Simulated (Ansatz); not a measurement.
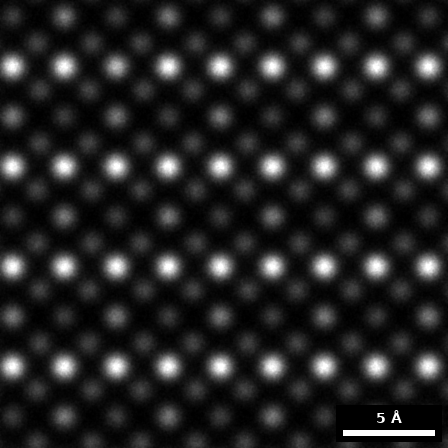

HAADF-like image of CdGePt2Se4 (I-42m, No. 121) along [100]. The image is simulated as a sum over atoms of Z^1.7, blurred by a 1.00 Å probe (no channelling). The probe carries 15 % of its weight in a tail 2.5 times as wide. Shot noise was added.

The sample is 2 repeats (11.5 Å) thick. One point defect was put into the perfect crystal, without relaxing the atoms around it. Brightness is counted from the darkest point of the image. Host structure: the end point of a relaxation (final pressure about 5.5 GPa) with DFT, PAW plane waves, r2scan (Ansatz 0.2.0); the starting structure was generated, so it need not be a known form of this composition.

Q: Where is the defect (in Å from the left and the top edge), and what does its contrast suggest?

A: At about 6 Å from the left and 4 Å from the top. The column is dimmer, which points to a vacancy or a lighter atom. The column holds 2 atoms (Pt) through the sample, and one Pt atom is replaced by Pd, so its peak drops to about 70 % of that of its equals.
